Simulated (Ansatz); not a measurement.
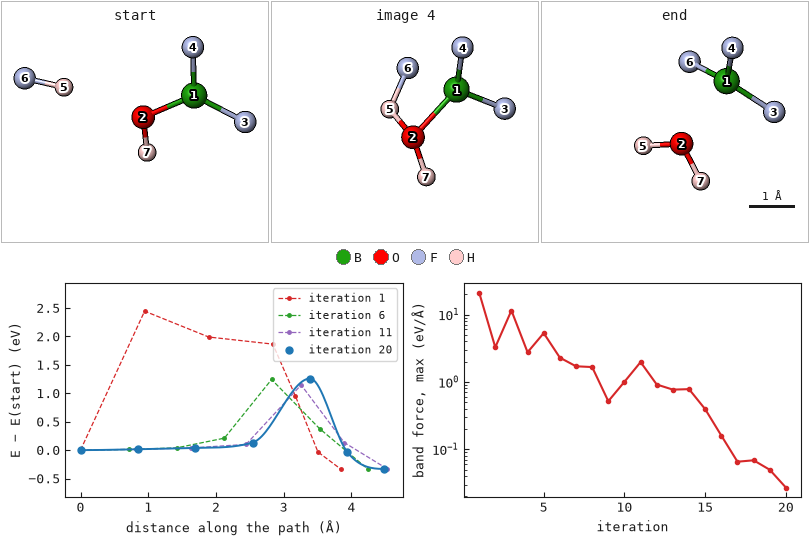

NEB run on BH₂OF₃. Images are numbered from 0 (start) to 6 (end). The plot follows the band through its iterations. The picture is a ball-and-stick view, seen at a tilt.

All numbers below come from RHF/def2-SVP (Ansatz 0.2.0).

Input file:
```yaml
crystal:
  periodic: [false, false, false]
  atoms:
    - { symbol: B, position_ang: [-1.017208, -0.539857, -0.080529] }
    - { symbol: O, position_ang: [-0.032303, 0.350489, -0.276488] }
    - { symbol: F, position_ang: [-2.125088, -0.488, -0.774961] }
    - { symbol: F, position_ang: [-0.869565, -1.471464, 0.814893] }
    - { symbol: H, position_ang: [1.696929, 0.482799, 0.499753] }
    - { symbol: F, position_ang: [2.546948, 0.662578, 0.75784] }
    - { symbol: H, position_ang: [-0.199914, 1.003454, -0.940509] }
basis:
  gaussian: { orbitals: def2-SVP }
hamiltonian:
  xc: hf
neb:
  order_check: false
  images: 5
  f_tol: 0.03
  max_iterations: 60
  final_atoms:
    - { symbol: B, position_ang: [-0.15635071, -0.78478492, 0.11037741] }
    - { symbol: O, position_ang: [0.05171407, 1.04403312, 0.09910867] }
    - { symbol: F, position_ang: [-0.83578209, -0.91367761, -1.02778456] }
    - { symbol: F, position_ang: [-0.81910824, -0.97137468, 1.2376605] }
    - { symbol: H, position_ang: [0.96176992, 1.30771013, 0.15590603] }
    - { symbol: F, position_ang: [1.1292149, -1.13255437, 0.09277906] }
    - { symbol: H, position_ang: [-0.33165886, 1.45064733, -0.66804809] }
  initial_path:
    images:
      - { positions_ang: [[-1.017208, -0.539857, -0.080529], [-0.032303, 0.350489, -0.276488], [-2.125088, -0.488, -0.774961], [-0.869565, -1.471464, 0.814893], [1.696929, 0.482799, 0.499753], [2.546948, 0.662578, 0.75784], [-0.199914, 1.003454, -0.940509]] }
      - { positions_ang: [[-0.79847524, -0.55481986, -0.01440811], [-0.05760017, 0.61429604, -0.14032777], [-1.6769937, -0.65880497, -0.86534109], [-0.85111721, -1.33255444, 0.95599584], [1.47744501, 0.51824444, 0.38756439], [2.13771345, 0.24729013, 0.55078538], [-0.23117314, 1.16634766, -0.87426964]] }
      - { positions_ang: [[-0.57974248, -0.56978271, 0.05171277], [-0.08289733, 0.87810307, -0.00416754], [-1.22889941, -0.82960994, -0.95572117], [-0.83266942, -1.19364489, 1.09709868], [1.25796102, 0.55368988, 0.27537577], [1.72847891, -0.16799773, 0.34373075], [-0.26243229, 1.32924132, -0.80803027]] }
      - { positions_ang: [[-0.36100972, -0.58474557, 0.11783366], [-0.1081945, 1.14191011, 0.1319927], [-0.78080511, -1.00041492, -1.04610126], [-0.81422163, -1.05473533, 1.23820153], [1.03847703, 0.58913532, 0.16318716], [1.31924436, -0.5832856, 0.13667613], [-0.29369143, 1.49213498, -0.74179091]] }
      - { positions_ang: [[-0.29279005, -0.65142536, 0.11534824], [-0.05489164, 1.10928445, 0.12103135], [-0.79913077, -0.97150248, -1.03999569], [-0.8158505, -1.02694845, 1.23802118], [1.01290799, 0.82866026, 0.16076011], [1.25590121, -0.76637519, 0.12204377], [-0.30634724, 1.47830577, -0.71720997]] }
      - { positions_ang: [[-0.22457038, -0.71810514, 0.11286282], [-0.00158879, 1.07665878, 0.11007001], [-0.81745643, -0.94259004, -1.03389013], [-0.81747937, -0.99916156, 1.23784084], [0.98733895, 1.0681852, 0.15833307], [1.19255806, -0.94946478, 0.10741142], [-0.31900305, 1.46447655, -0.69262903]] }
      - { positions_ang: [[-0.15635071, -0.78478492, 0.11037741], [0.05171407, 1.04403312, 0.09910867], [-0.83578209, -0.91367761, -1.02778456], [-0.81910824, -0.97137468, 1.2376605], [0.96176992, 1.30771013, 0.15590603], [1.1292149, -1.13255437, 0.09277906], [-0.33165886, 1.45064733, -0.66804809]] }
```

Launched with:
```bash
ansatz run input.yaml --threads 1 --pin off --max-ram 2048MiB --backend cpu --events-out ev --progress --plain --runs-dir out
```

**Judge this run.**

The result is final at these settings. The band converged in 20 iterations. The largest component of the band force went from 21 to 0.027 eV/Å. The climbing image converged on the top of the path. Its vibrational analysis gives one imaginary mode (1610i cm⁻¹), as a transition state must have. The first iteration put the highest image at 2.45 eV. The highest point, image 4, lies 1.26 eV above the start and 1.59 eV above the end; the end is at −0.33 eV relative to the start.

The run took 100 s on 1 thread of Arm Neoverse V1, on a shared host, peak memory 0.26 GiB.
